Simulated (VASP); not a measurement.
Band structure of CdS (wurtzite). Computed with RPBE GGA, VASP's PBE PAW potentials (set 64) (plane waves; VASP).

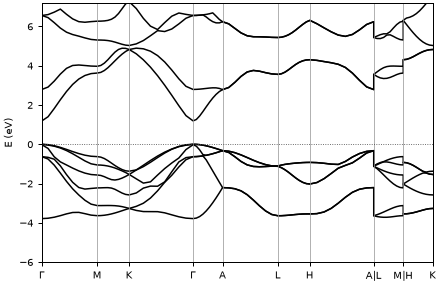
Bands along high-symmetry lines, zero at the valence-band maximum or, without a gap, the Fermi level

### Question
Read the plot: is there a gap, and where are the band edges?

### Answer
The gap is direct, 1.19 eV, from the valence maximum at Γ to the conduction minimum at Γ. (Edges off the drawn lines would not show.)

Measured: gap 2.64 eV at 0 K (computed value off by -1.45 eV), as given by X. Ren et al., All-electron periodic G0W0 implementation with numerical atomic orbital basis functions: algorithm and benchmarks (2021), arXiv:2011.01400 [zero-point renormalisation of 0.068 eV removed from the gap extrapolated to 0 K (as printed)].

The compound is CdS in the wurtzite structure. It was relaxed first, which changed the volume by +9 %.
